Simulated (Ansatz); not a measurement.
**singlet BH2O+: levels of theory compared**

We compute a comparison of 6 runs (B2PLYP/STO-3G, CAM-B3LYP/STO-3G, PBE/STO-3G, RPA@PBE/STO-3G, BCCD(T)/STO-3G, CCSD/STO-3G) of singlet BH2O+. 

Program for the calculation: Ansatz 0.2.0.

58 further runs of the same task are left out: 58 set aside as unsound or not needed.

## (1) Starting point

BH2O+ has 4 atoms, charge +1, and is taken as a singlet. As SMILES of the parent species, `[BH]O`. The coordinates come from a PBE0-D4/def2-TZVP relaxation. That shape belongs to the parent species and isn't relaxed for this state.

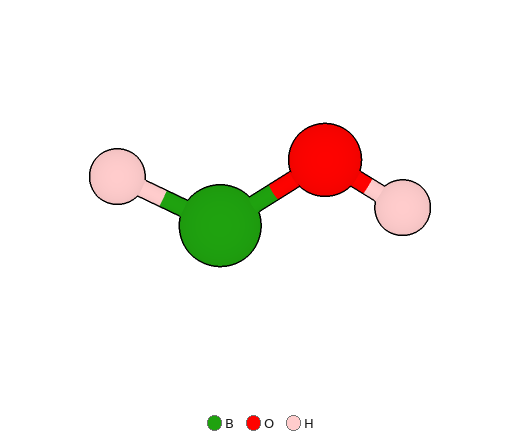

Viewed from a chosen angle; boron green, oxygen red, hydrogen pink.

## (2) A single-point energy at B2PLYP/STO-3G (run 1)

File job.yaml:

```yaml
crystal:
  periodic: [false, false, false]
  atoms:
    - {symbol: B, position_ang: [-0.006100, -0.485500, 0.388300]}
    - {symbol: O, position_ang: [0.119700, 0.544500, -0.448600]}
    - {symbol: H, position_ang: [-1.064200, -1.032400, 0.540300]}
    - {symbol: H, position_ang: [1.006100, 0.913200, -0.500300]}
basis:
  gaussian:
    orbitals: STO-3G
total_charge: 1
magnetization:
  spin_polarized: false
hamiltonian:
  xc: {name: B2PLYP}
correlation:
  frozen_orbitals: {B: 1, H: 0, O: 1}
accuracy: high
```

On the command line:

```
$ ansatz run job.yaml --threads 1 --pin off --max-ram 2610MiB --events-out events.jsonl --progress --plain --runs-dir runs
```

Standard output:

```text
Warning: RAYON_NUM_THREADS=1 ignored (pool sized by the plan → 1); use --threads N
Functional definition: B2PLYP
  name "B2PLYP"
  parameter a = 0.53
  parameter c = 0.27
  exchange = (1 - a)*b88_x + a*exact_x
  correlation = (1 - c)*lyp_c + c*(mp2_os + mp2_ss)
187 factors; integrals over basis functions are off by at most 2.2e-8 eV
mean field evaluation 1: about -2700.3941 eV, gradient 4.0e1 eV
mean field evaluation 2: about -2700.3882 eV, gradient 4.0e1 eV
mean field evaluation 4: about -2705.8498 eV, gradient 3.5e0 eV
mean field evaluation 8: about -2705.8822 eV, gradient 2.2e-2 eV
mean field evaluation 16: about -2705.8822 eV, gradient 2.0e-7 eV
mean field -2705.88215527 eV, -99.4393350934 hartree, gradient 1.8e-8 eV, S^2 0.000000; 0 other end points of the search recorded, 0 dependent functions left out
2 core orbitals not correlated: weight in the atoms' cores, before any rotation towards them, 1.000 or more for the frozen orbitals, at most 0.000 for the correlated occupied ones
reference -2705.88217009 eV, -99.4393356379 hartree; 5, 5 occupied and 5, 5 virtual orbitals, 187 factors
second order -4.13510670 eV of doubles, -0.00000000 eV of singles
Total energy: -2706.99864890 eV, -99.4803654774 hartree
```

It took 0.62 s on 1 thread of Arm Neoverse V2, shared host.

## (3) A single-point energy at CAM-B3LYP/STO-3G (run 2)

Changes to job.yaml since step 2:

```diff
@@ -8,11 +8,5 @@
 basis:
-  gaussian:
-    orbitals: STO-3G
+  gaussian: {orbitals: STO-3G}
 total_charge: 1
-magnetization:
-  spin_polarized: false
-hamiltonian:
-  xc: {name: B2PLYP}
-correlation:
-  frozen_orbitals: {B: 1, H: 0, O: 1}
+hamiltonian: {xc: {name: CAM-B3LYP}}
 accuracy: high
```

On the command line:

```
$ ansatz run job.yaml --threads 1 --pin off --max-ram 2610MiB --events-out events.jsonl --progress --plain --runs-dir runs
```

Standard output:

```text
Warning: RAYON_NUM_THREADS=1 ignored (pool sized by the plan → 1); use --threads N
Functional definition: CAM-B3LYP
  name "CAM-B3LYP"
  parameter alpha = 0.19
  parameter beta = 0.46
  parameter omega = 0.33/bohr
  parameter ac = 0.81
  exchange = (1 - alpha - beta)*b88_x + beta*b88_x_sr(omega) + alpha*exact_x + beta*exact_x_lr(omega)
  correlation = (1 - ac)*vwn5_c + ac*lyp_c
187 factors; integrals over basis functions are off by at most 2.2e-8 eV
117 factors; integrals over basis functions are off by at most 1.1e-9 eV
mean field evaluation 1: about -2702.8606 eV, gradient 4.1e1 eV
mean field evaluation 2: about -2671.7188 eV, gradient 1.3e2 eV
mean field evaluation 4: about -2709.0236 eV, gradient 1.1e0 eV
mean field evaluation 8: about -2708.9922 eV, gradient 5.9e-3 eV
mean field evaluation 16: about -2708.9922 eV, gradient 7.6e-8 eV
mean field -2708.99215122 eV, -99.5536253366 hartree, gradient 8.2e-8 eV, S^2 0.000000; 0 other end points of the search recorded, 0 dependent functions left out
reference -2708.99216245 eV, -99.5536257490 hartree; 7, 7 occupied and 5, 5 virtual orbitals, 187 factors
Total energy: -2708.99216245 eV, -99.5536257490 hartree
```

Wall time 0.54 s (1 thread of Arm Neoverse V2, shared host).

Runs 3 to 5 aren't shown in full; the table further down has their settings and results.

## (4) The energy at CCSD/STO-3G (run 6)

File molecule.yaml:

```yaml
crystal:
  periodic: [false, false, false]
  atoms:
    - symbol: B
      position_ang: [-0.006100, -0.485500, 0.388300]
    - symbol: O
      position_ang: [0.119700, 0.544500, -0.448600]
    - symbol: H
      position_ang: [-1.064200, -1.032400, 0.540300]
    - symbol: H
      position_ang: [1.006100, 0.913200, -0.500300]
basis:
  gaussian:
    orbitals: STO-3G
scf:
  omitted_lower_state_checks: [cluster_reference, increment]
total_charge: 1
accuracy: high
correlation:
  method: ccsd
  frozen_orbitals: {B: 1, H: 0, O: 1}
```

On the command line:

```
$ ansatz run molecule.yaml --threads 1 --pin off --max-ram 2610MiB --events-out events.jsonl --progress --plain --runs-dir runs
```

Standard output (excerpt; [...] marks lines left out):

```text
Warning: RAYON_NUM_THREADS=1 ignored (pool sized by the plan → 1); use --threads N
Functional definition: HF
  name "HF"
[...]
187 factors; integrals over basis functions are off by at most 2.2e-8 eV
[...]
mean field -2696.55917442 eV, -99.0967218663 hartree, gradient 1.3e-8 eV, S^2 0.000000; 0 other end points of the search recorded, 0 dependent functions left out
2 core orbitals not correlated: weight in the atoms' cores, before any rotation towards them, 1.000 or more for the frozen orbitals, at most 0.000 for the correlated occupied ones
reference -2696.55917442 eV, -99.0967218663 hartree; 5, 5 occupied and 5, 5 virtual orbitals, 187 factors
second order -2.85049982 eV of doubles, -0.00000000 eV of singles
cycle   1  -2.86354205 eV  change   -1.3e-2 eV  update   1.4e-1
[...]
cycle  20  -3.29010488 eV  change  -9.8e-10 eV  update   1.0e-9
Total energy: -2699.84927930 eV, -99.2176309906 hartree
Checks for a lower state left out: cluster_reference, increment
```

It took 0.08 s on 1 thread of Arm Neoverse V2, shared host.

## (5) The series

| run | level | frozen core orbitals | energy (Eh) | wall time |
| --- | --- | --- | --- | --- |
| 1 | B2PLYP/STO-3G | 2 | -99.480365 | 0.62 s |
| 2 | CAM-B3LYP/STO-3G | – | -99.553626 | 0.54 s |
| 3 | PBE/STO-3G | – | -99.490787 | 0.44 s |
| 4 | RPA@PBE/STO-3G | 2 | -99.287453 | 0.66 s |
| 5 | BCCD(T)/STO-3G | 2 | -99.226671 | 0.1 s |
| 6 | CCSD/STO-3G | 2 | -99.217631 | 0.08 s |

## (6) Summary of results

| quantity | value |
| --- | --- |
| run 6: total energy | -99.21763 Eh |
| run 6: correlation energy (2 core orbitals frozen) | -120.9 mEh |
| run 6: T1 diagnostic | 0.036 |

**Reading.** Totals of different functionals can't be ranked against each other. In run 6 the T1 diagnostic is large, so a single reference may not serve. In runs 1, 2, 3, 4, 5, 6 the basis is minimal, so the values are rough. All runs together took 2.4 s, the longest 0.66 s.
